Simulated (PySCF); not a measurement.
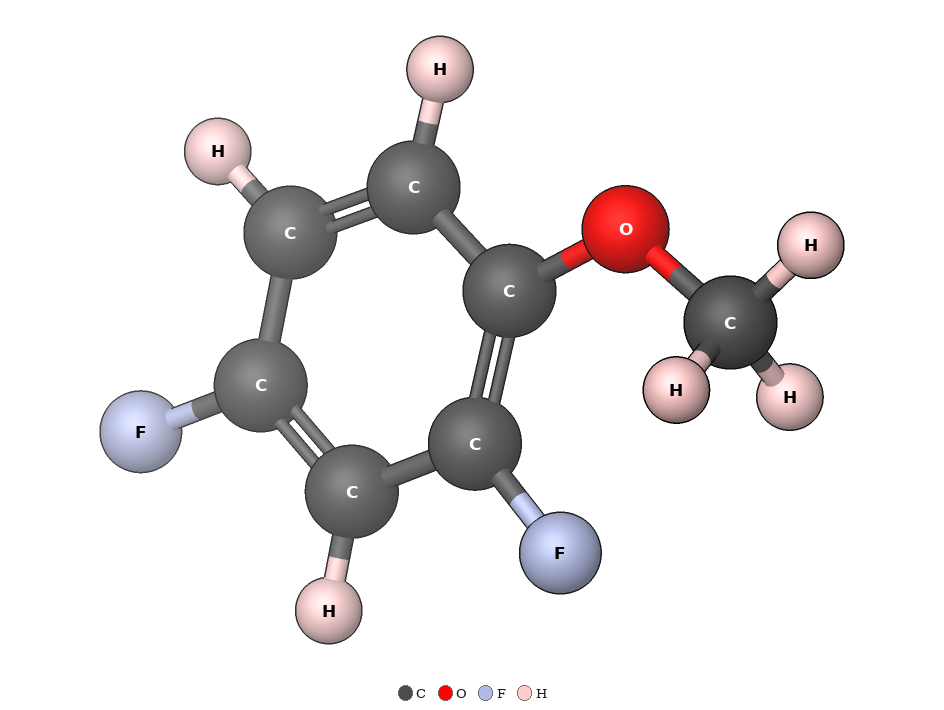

Orthographic view. Atoms fade into the background with distance from the viewer. Geometry: an end point of a reaction path computed with GFN2-xTB.

Give the standard InChI.

InChI=1S/C7H6F2O/c1-10-7-3-2-5(8)4-6(7)9/h2-4H,1H3
